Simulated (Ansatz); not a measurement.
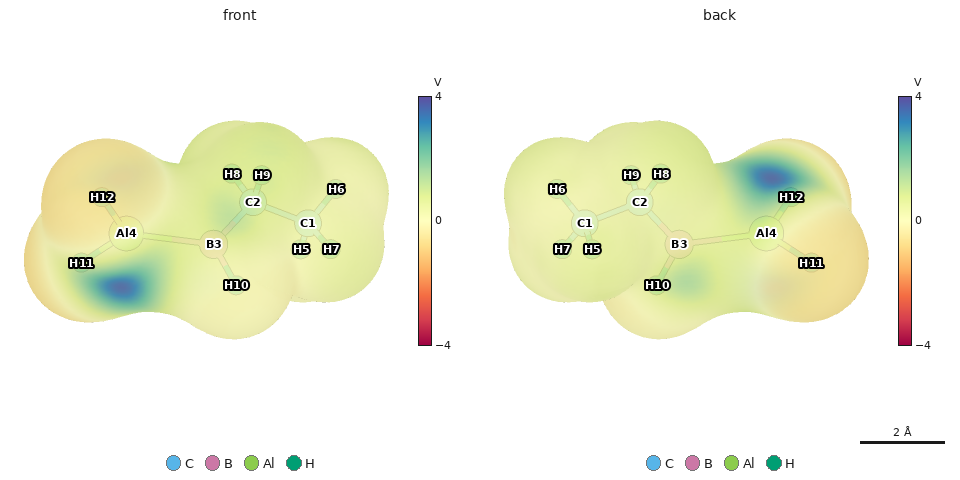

C$_{2}$H$_{8}$AlB. The electrostatic potential painted on the density surface at 0.002 e/bohr³, seen from the front and from behind; the colour scale runs from red (negative) to blue (positive).

These are results of RKS PBE0-D4/cc-pVDZ (Ansatz), not measurements.

```xyz
12

C    -0.5501    1.8142    0.0082
C    -0.2605    0.3653    0.3884
B     0.5188   -0.5373   -0.6182
Al    0.5129   -2.6690   -0.6476
H    -1.3115    1.8653   -0.7864
H    -0.9281    2.4017    0.8598
H     0.3534    2.3127   -0.3758
H    -1.1425   -0.1150    0.8450
H     0.5017    0.3401    1.2109
H     1.2540    0.0491   -1.3956
H    -0.4192   -3.4804   -1.6747
H     1.4434   -3.5515    0.3205
```

### Where is the surface potential most negative and most positive?

The most negative region (about −0.6 V, or −14 kcal/mol for a unit charge) lies over H11 and H12, the most positive (about +3.3 V, or +76 kcal/mol for a unit charge) over Al4.
